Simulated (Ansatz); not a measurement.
# One shape, several levels: NH3S (Thiohydroxylamine)

Wanted: a comparison of 6 runs (B3LYP/STO-3G, BLYP/STO-3G, PBE/STO-3G, SVWN5/STO-3G, wB97X/STO-3G, CCSDT(Q)/STO-3G) of NH3S (Thiohydroxylamine). 

Program for the calculation: Ansatz 0.2.0.

57 further runs of the same task are left out: 2 that didn't finish, 55 set aside as unsound or not needed.

## (1) The molecule

The species is NH3S (5 atoms), meant as a singlet with charge 0. As SMILES, `NS`. The H3–N1 distance was set to 1.268 Å, away from the relaxed value.

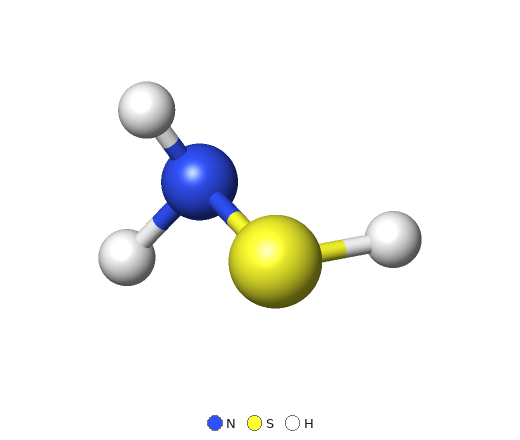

Viewed from a chosen angle; nitrogen blue, sulfur yellow, hydrogen white.

## (2) The energy at B3LYP/STO-3G (run 1)

Input file in.yaml:

```yaml
crystal:
  periodic: [false, false, false]
  atoms:
    - {symbol: "N", position_ang: [-0.207206, -0.309094, -0.383470]}
    - {symbol: S, position_ang: [0.123824, 1.152676, 0.458560]}
    - {symbol: H, position_ang: [0.015040, -1.300690, 0.375430]}
    - {symbol: H, position_ang: [-1.180436, -0.326414, -0.670980]}
    - {symbol: H, position_ang: [1.070994, 1.576746, -0.386630]}
basis:
  gaussian:
    orbitals: STO-3G
total_charge: 0
hamiltonian:
  xc: {name: B3LYP}
accuracy: high
```

Started as:

```sh
ansatz run in.yaml --threads 1 --pin off --max-ram 2610MiB --events-out events.jsonl --progress --plain --runs-dir runs
```

Log:

```text
Warning: RAYON_NUM_THREADS=1 ignored (pool sized by the plan → 1); use --threads N
Functional definition: B3LYP
  name "B3LYP"
  parameter a0 = 0.2
  parameter ax = 0.72
  parameter ac = 0.81
  exchange = (1 - a0 - ax)*slater_x + ax*b88_x + a0*exact_x
  correlation = (1 - ac)*vwn_rpa_c + ac*lyp_c
289 factors; integrals over basis functions are off by at most 3.9e-8 eV
mean field evaluation 1: about -12231.9225 eV, gradient 1.0e1 eV
mean field evaluation 2: about -12231.8915 eV, gradient 1.1e1 eV
mean field evaluation 4: about -12232.2771 eV, gradient 1.1e-1 eV
mean field evaluation 8: about -12232.2562 eV, gradient 6.6e-4 eV
mean field -12232.25621224 eV, -449.5271244788 hartree, gradient 8.7e-8 eV, S^2 0.000000; 0 other end points of the search recorded, 0 dependent functions left out
reference -12232.25623763 eV, -449.5271254119 hartree; 13, 13 occupied and 4, 4 virtual orbitals, 289 factors
Total energy: -12232.25623763 eV, -449.5271254119 hartree
```

It took 0.91 s on 1 thread of Arm Neoverse V1, shared host; peak memory 0.09 GiB.

## (3) A single-point energy at BLYP/STO-3G (run 2)

Input file job.yaml:

```yaml
crystal:
  periodic: [false, false, false]
  atoms:
    - symbol: N
      position_ang: [-0.207206, -0.309094, -0.383470]
    - symbol: S
      position_ang: [0.123824, 1.152676, 0.458560]
    - symbol: H
      position_ang: [0.015040, -1.300690, 0.375430]
    - symbol: H
      position_ang: [-1.180436, -0.326414, -0.670980]
    - symbol: H
      position_ang: [1.070994, 1.576746, -0.386630]
basis:
  gaussian:
    orbitals: STO-3G
accuracy: high
hamiltonian:
  xc: {name: BLYP}
```

Started as:

```sh
ansatz run job.yaml --threads 1 --pin off --max-ram 2610MiB --events-out events.jsonl --progress --plain --runs-dir runs
```

Log:

```text
Warning: RAYON_NUM_THREADS=1 ignored (pool sized by the plan → 1); use --threads N
Functional definition: BLYP
  name "BLYP"
  parameter beta = 0.0042
  parameter a = 0.04918
  parameter b = 0.132
  parameter c = 0.2533
  parameter d = 0.349
  exchange = b88_x(beta = beta)
  correlation = lyp_c(a = a, b = b, c = c, d = d)
289 factors; integrals over basis functions are off by at most 3.9e-8 eV
mean field evaluation 1: about -12229.8210 eV, gradient 1.2e1 eV
mean field evaluation 2: about -12229.0926 eV, gradient 2.0e1 eV
mean field evaluation 4: about -12230.3266 eV, gradient 2.2e-1 eV
mean field evaluation 8: about -12230.2803 eV, gradient 1.3e-2 eV
mean field evaluation 16: about -12230.2803 eV, gradient 3.5e-8 eV
mean field -12230.28032670 eV, -449.4545120245 hartree, gradient 4.1e-8 eV, S^2 0.000000; 0 other end points of the search recorded, 0 dependent functions left out
reference -12230.28036125 eV, -449.4545132941 hartree; 13, 13 occupied and 4, 4 virtual orbitals, 289 factors
Total energy: -12230.28036125 eV, -449.4545132941 hartree
```

Run time: 0.86 s. Hardware: 1 thread of Arm Neoverse V1, shared host.

Run 3 isn't shown in full; the table further down has it.

## (4) A single-point energy at SVWN5/STO-3G (run 4)

Input file molecule.yaml:

```yaml
crystal:
  periodic: [false, false, false]
  atoms:
    - {symbol: N, position_ang: [-0.207206, -0.309094, -0.383470]}
    - {symbol: S, position_ang: [0.123824, 1.152676, 0.458560]}
    - {symbol: H, position_ang: [0.015040, -1.300690, 0.375430]}
    - {symbol: H, position_ang: [-1.180436, -0.326414, -0.670980]}
    - {symbol: H, position_ang: [1.070994, 1.576746, -0.386630]}
basis:
  gaussian: {orbitals: STO-3G}
hamiltonian: {xc: {name: SVWN5}}
accuracy: high
```

Started as:

```sh
ansatz run molecule.yaml --threads 1 --pin off --max-ram 2610MiB --events-out events.jsonl --progress --plain --runs-dir runs
```

Log:

```text
Warning: RAYON_NUM_THREADS=1 ignored (pool sized by the plan → 1); use --threads N
Functional definition: SVWN5
  name "SVWN5"
  exchange = slater_x
  correlation = vwn5_c
289 factors; integrals over basis functions are off by at most 3.9e-8 eV
mean field evaluation 1: about -12180.3802 eV, gradient 1.3e1 eV
mean field evaluation 2: about -12179.4493 eV, gradient 2.2e1 eV
mean field evaluation 4: about -12180.9581 eV, gradient 1.6e-1 eV
mean field evaluation 8: about -12180.9105 eV, gradient 2.4e-3 eV
mean field evaluation 16: about -12180.9105 eV, gradient 1.4e-8 eV
mean field -12180.91049800 eV, -447.6402042840 hartree, gradient 1.5e-8 eV, S^2 0.000000; 0 other end points of the search recorded, 0 dependent functions left out
reference -12180.91049972 eV, -447.6402043471 hartree; 13, 13 occupied and 4, 4 virtual orbitals, 289 factors
Total energy: -12180.91049972 eV, -447.6402043471 hartree
```

Run time: 0.58 s. Hardware: 1 thread of Arm Neoverse V1, shared host.

Run 5 isn't shown in full; the table further down has it.

## (5) A single-point energy at CCSDT(Q)/STO-3G (run 6)

Changes to molecule.yaml since step 4:

```diff
@@ -9,4 +9,9 @@
 basis:
-  gaussian: {orbitals: STO-3G}
-hamiltonian: {xc: {name: SVWN5}}
+  gaussian:
+    orbitals: STO-3G
+correlation:
+  method: ccsdt_q
+  frozen_orbitals: {H: 0, "N": 1, S: 5}
 accuracy: high
+scf:
+  omitted_lower_state_checks: [cluster_reference, increment]
```

Started as:

```sh
ansatz run molecule.yaml --threads 1 --pin off --max-ram 2610MiB --events-out events.jsonl --progress --plain --runs-dir runs
```

Log:

```text
Warning: RAYON_NUM_THREADS=1 ignored (pool sized by the plan → 1); use --threads N
[... 11 lines left out ...]
6 core orbitals not correlated: weight in the atoms' cores, before any rotation towards them, 1.000 or more for the frozen orbitals, at most 0.000 for the correlated occupied ones
[... 25 lines left out ...]
Total energy: -12209.53204221 eV, -448.6920266330 hartree
Checks for a lower state left out: cluster_reference, increment
```

Run time: 0.22 s. Hardware: 1 thread of Arm Neoverse V1, shared host.

## (6) All runs side by side

```
run            level  frozen core orbitals  energy (Eh)  wall time
  1     B3LYP/STO-3G                     –  -449.527125     0.91 s
  2      BLYP/STO-3G                     –  -449.454513     0.86 s
  3       PBE/STO-3G                     –  -449.272210     0.86 s
  4     SVWN5/STO-3G                     –  -447.640204     0.58 s
  5     wB97X/STO-3G                     –  -449.521064      3.9 s
  6  CCSDT(Q)/STO-3G                     6  -448.692027     0.22 s
```

## (7) Outcome

```
                                          quantity          value
                               run 6: total energy  -448.69203 Eh
run 6: correlation energy (6 core orbitals frozen)     -112.6 mEh
                              run 6: T1 diagnostic          0.008
```

In words: Totals of different functionals can't be ranked against each other. In runs 1, 2, 3, 4, 5, 6 the basis is minimal, so the values are rough. All runs together took 7.3 s, the longest 3.9 s.
